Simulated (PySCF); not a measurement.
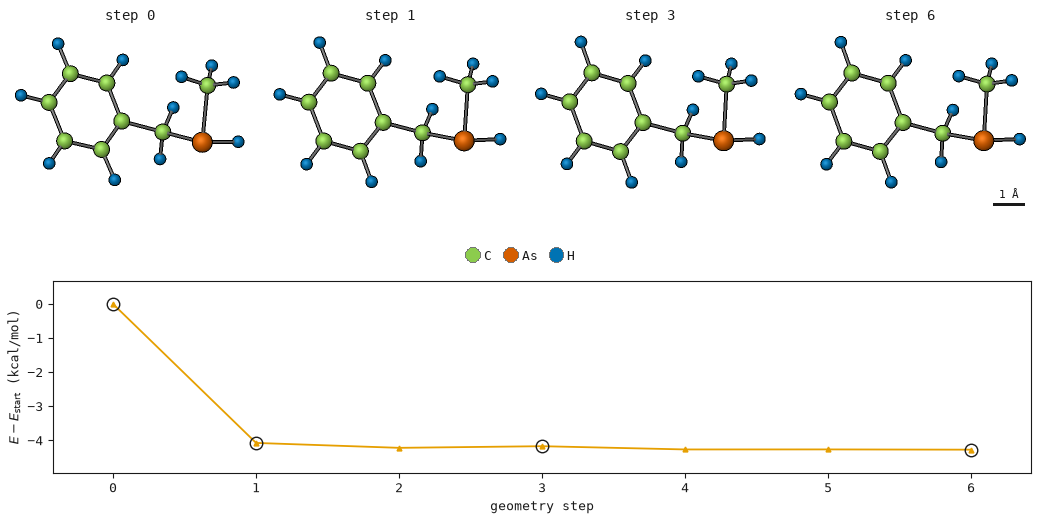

Frames of a relaxation of C$_{8}$H$_{11}$As, marked on the history of the run. The picture is a ball-and-stick view, seen face on.

The start comes from GFN2-xTB. Its atoms were then displaced at random by about 0.01 Å.

These are results of PBE0-D3(BJ)/def2-SVP geometry optimisation, gas phase in PySCF 2.14.0, density-fitted response routines, not measurements. 

Question: What happens along the run?

Answer: Over 6 geometry steps the energy falls by 4.27 kcal/mol. The atom that moves furthest after the best rigid fit is an H atom (0.15 Å). By element the largest moves are H 0.15 Å, C 0.09 Å, As 0.07 Å. Near-neighbour distances that change, for instance: C–C 1.536 → 1.496 Å, C–H 1.064 → 1.099 Å, C–C 1.367 → 1.401 Å, C–H 1.109 → 1.094 Å. Among the angles between lasting bonds that change: H–C–H 105.7° → 108.5°, C–C–H 121.6° → 119.2°. Cost: 2.9 min on 1 thread of Arm Neoverse V2 (shared host). From step 0 to 1: H atoms move most (0.12 Å), energy −4.07 kcal/mol. From step 1 to 3: an H atom moves most (0.07 Å), energy −0.10 kcal/mol. From step 3 to 6: H atoms move most (0.02 Å), energy −0.10 kcal/mol.

| step | E − E(0), kcal/mol |
| --- | --- |
| 0 | 0.00 |
| 1 | -4.07 |
| 2 | -4.22 |
| 3 | -4.17 |
| 4 | -4.26 |
| 5 | -4.26 |
| 6 | -4.27 |
